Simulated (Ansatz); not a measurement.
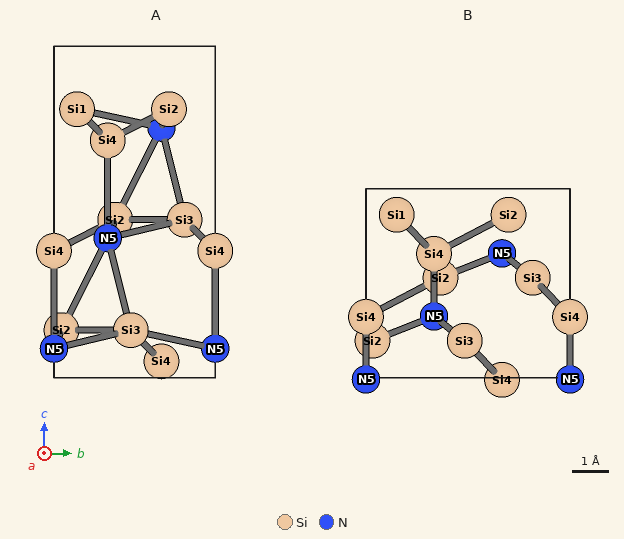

Two geometries of a crystal of Si₄N (a generated structure, set up in R3m) (coarse preliminary run), drawn at one scale. One is the start of a relaxation, the other its converged end. The picture is a ball-and-stick view of the conventional cell (3 times the calculation's cell), seen along the a axis. Lengths and directions refer to the drawn axes.

Method: DFT PBE, scalar-relativistic, plane waves, PAW in Ansatz 0.2.0. (plane-wave cutoff 420 eV; k-point mesh 6 × 6 × 6; occupations gaussian; smearing width 0.1 eV; no spin polarisation; cell and atoms relaxed; force threshold 0.04 eV/Å; at most 70 steps)

Which geometry has the lower energy?

Structure B is the relaxed one. Over 20 accepted moves (23 points after the start) the energy falls by 1854 meV per atom. The largest force component goes from 10 to 0.0084 eV/Å. Pressure: 26.76 GPa at the start and 0.08 GPa at the end. The line search rejected the trial step at point 4 of the run. At 2 points the geometry stayed and the basis and grid were re-selected for the new cell (energy shift of 42.6 meV per atom at most each time). The largest move relative to the cell is that of N5, 0.52 Å along −c. By element the largest moves are N 0.52 Å, Si 0.32 Å. Cell: a = b 5.292 → 6.697 Å (+26.5 %), c 9.421 → 5.372 Å (−43.0 %). Volume −8.7 %. Some distances before and after: Si1–Si4 5.551 → 3.026 Å, Si1–N5 2.928 → 1.880 Å, Si4–N5 2.776 → 1.778 Å, Si1–Si2 3.512 → 2.655 Å. The space group stays R3m (No. 160).
